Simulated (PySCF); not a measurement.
**GaH (charge +1, doublet): density, localisation and related maps**

```xyz
2

Ga    0.0000    0.0000   -0.0242
H     0.0000    0.0000    1.6548
```

These are results of PBE0/cc-pVTZ(-PP), non-relativistic Hamiltonian with scalar-relativistic core potentials where named, at a bond length of 1.679 Å (PySCF 2.14.0), not measurements.

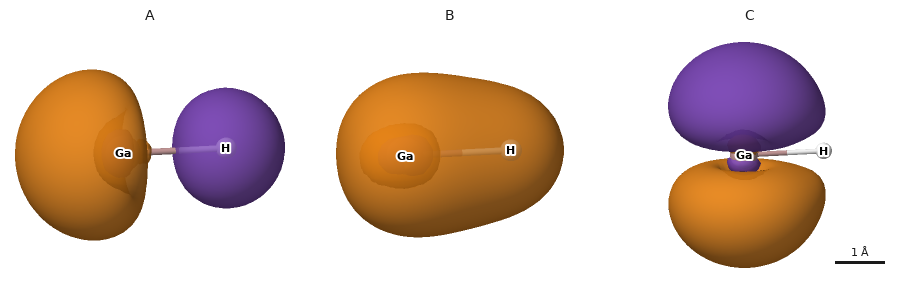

Figure 1. Three frontier α-spin orbitals, each drawn at the value that holds 80 % of its norm (orange and purple are the two phases), in no order; of a degenerate pair one member is drawn.

Name the orbitals and rank them from lowest to highest energy.

Answer. Orbital B: σ, occupied in this spin, −19.46 eV; shared between the atoms (Ga 65 %, H 35 %).
Orbital A: σ, occupied in this spin, −14.65 eV; mainly on Ga (70 %).
Orbital C: π, empty in this spin, −8.41 eV; almost wholly on Ga.

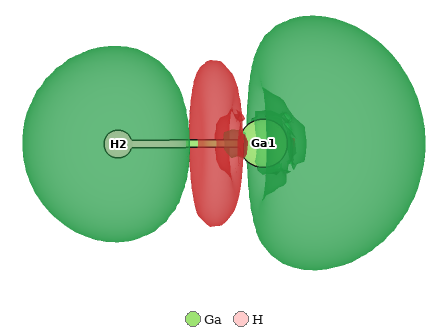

Figure 2. Isosurfaces of the spin density (α minus β) at +0.015 (green) and −0.015 e/Å³ (red), seen from one side.

Describe the spin distribution.

Answer. The unpaired spin (1 electron) lies mostly on Ga1 (about 0.6) and H2 (about 0.4), in electrons by Hirshfeld's partition.

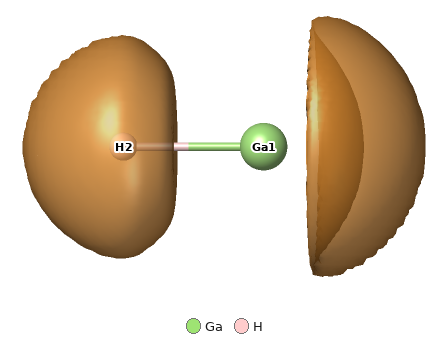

Figure 3. Isosurface of the electron localisation function at 0.75 (orange), seen from one side. Core shells and regions of very low density are left out.

Describe the localisation domains.

Answer. The surface consists of one region around a hydrogen nucleus and one lobe on Ga, pointing away from the bonds (non-bonding electrons).


Ga–H (1.68 Å): the ELF climbs to about 1 towards the hydrogen.
